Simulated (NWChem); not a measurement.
# BH (SMILES [BH]) at SVWN5/def2-TZVPPD

What is the vertical singlet–triplet gap of BH at SVWN5/def2-TZVPPD? 

Program for the calculation: NWChem 7.3.0.

2 further runs of the same task are left out: 2 set aside as unsound or not needed.

**1. Starting point**

The species is BH (2 atoms), meant as a singlet with charge 0. As SMILES, `[BH]`. The bond length is the measured one.

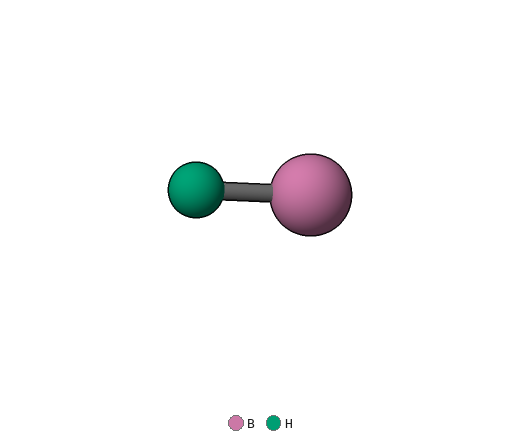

Viewed from a chosen angle; boron pink, hydrogen teal.

**2. Energy and forces at SVWN5/def2-TZVPPD**

bh.nw reads:

```
start bh
title "BH"
memory total 2200 mb

geometry noautosym nocenter noautoz
   B        0.000000       0.000000       0.000000
   H        0.000000       0.000000       1.232400
end

basis "ao basis" spherical bse
   B library def2-TZVPPD
   H library def2-TZVPPD
end

dft
   xc slater vwn_5
   grid xfine
   convergence energy 1e-08
   iterations 100
   mulliken
   noprint "final vectors analysis"
end

task dft gradient
```

Command:

```
$ nwchem bh.nw > bh.out
```

Standard output:

```text
[...]
          Wavefunction type:  closed shell.
          No. of atoms     :     2
          No. of electrons :     6
[...]
          Charge           :     0
          Spin multiplicity:     1
[...]
          AO basis - number of functions:    54
[...]
              XC Information
              --------------
                        Slater Exchange Functional  1.000 local
                      VWN V Correlation Functional  1.000 local
[...]
 d= 0,ls=0.0,diis     1    -24.9567297142 -2.71D+01  6.61D-03  2.07D-01     0.7
[...]
 d= 0,ls=0.0,diis     7    -24.9754833407 -1.07D-09  1.62D-07  3.71D-11     3.0
         Total DFT energy =      -24.975483340703
      One electron energy =      -37.195200193918
           Coulomb energy =       14.014451111697
    Exchange-Corr. energy =       -3.941672139850
 Nuclear repulsion energy =        2.146937881368
[...]
      Total Density - Mulliken Population Analysis
     ---------------------------------------------
    Atom       Charge   Shell Charges
 -----------   ------   -------------------------------------------------------
    1 B    5     5.08   0.91  1.06  0.71  0.88  0.25  0.01  0.53  0.51  0.18  0.01  0.03  0.00  0.00
    2 H    1     0.92   0.25  0.46  0.18  0.00  0.01  0.02 -0.00
[...]
  wavefunction    = closed shell
                         DFT ENERGY GRADIENTS
    atom               coordinates                        gradient
                 x          y          z           x          y          z
   1 B       0.000000   0.000000   0.000000    0.000000  -0.000000   0.008447
   2 H       0.000000   0.000000   2.328898   -0.000000   0.000000  -0.008447
[...]
```

It took 5.4 s on 1 thread of Intel Xeon Platinum 8259CL at 2.50GHz (Skylake/Cascade Lake), shared host; peak memory 0.12 GiB.

**3. The triplet: the energy at USVWN5/def2-TZVPPD**

input.nw reads:

```
START input
memory total 2200 mb
charge 0
GEOMETRY noautosym nocenter noautoz
  B      0.000000     0.000000     0.000000
  H      0.000000     0.000000     1.232400
END
BASIS spherical bse
  * library def2-TZVPPD
END
DFT
  xc slater vwn_5
  mult 3
  grid xfine
  convergence energy 1e-08
  maxiter 100
  mulliken
END
TASK dft energy
```

Command:

```
$ nwchem input.nw > input.out
```

Standard output:

```text
[...]
          Wavefunction type:  spin polarized.
          No. of atoms     :     2
          No. of electrons :     6
[...]
          Charge           :     0
          Spin multiplicity:     3
[...]
          AO basis - number of functions:    54
[...]
              XC Information
              --------------
                        Slater Exchange Functional  1.000 local
                      VWN V Correlation Functional  1.000 local
[...]
 d= 0,ls=0.0,diis     1    -24.8948536341 -2.70D+01  8.13D-03  7.50D-02     0.7
[...]
 d= 0,ls=0.5,diis    16    -24.9389777751 -8.42D-09  1.49D-06  2.76D-09     6.8
[...]
         Total DFT energy =      -24.938977778737
      One electron energy =      -37.170049300902
           Coulomb energy =       14.050695828782
    Exchange-Corr. energy =       -3.966562187986
 Nuclear repulsion energy =        2.146937881368
[...]
      Total Density - Mulliken Population Analysis
     ---------------------------------------------
    Atom       Charge   Shell Charges
 -----------   ------   -------------------------------------------------------
    1 B    5     5.11   0.90  1.07  0.58  0.68  0.14  0.01  0.73  0.72  0.28  0.01  0.01  0.00  0.00
    2 H    1     0.89   0.23  0.44  0.19  0.00  0.01  0.02  0.00
[...]
      <S2> =      2.0010 (Exact =     2.0000)
[...]
```

It took 7.8 s on 1 thread of Intel Xeon Platinum 8259CL at 2.50GHz (Skylake/Cascade Lake), shared host; peak memory 0.11 GiB.

**4. Results**

Level: SVWN5/def2-TZVPPD.

| quantity | value |
| --- | --- |
| singlet: total energy | -24.97548 Eh |
| singlet: dipole moment | 1.59 D |
| singlet: largest force on an atom | 0.434 eV/Å |
| triplet: total energy | -24.93898 Eh |
| triplet: dipole moment | 0.28 D |
| triplet: HOMO energy (highest over α and β) | -4.31 eV |
| triplet: ⟨S²⟩ | 2.001 |
| vertical energy of the triplet above the singlet | 0.993 eV |

In words: At this shape the triplet lies 0.99 eV (95.8 kJ/mol) above the singlet. The largest force (singlet) is 0.43 eV/Å: the shape isn't a stationary point for this species at this level.
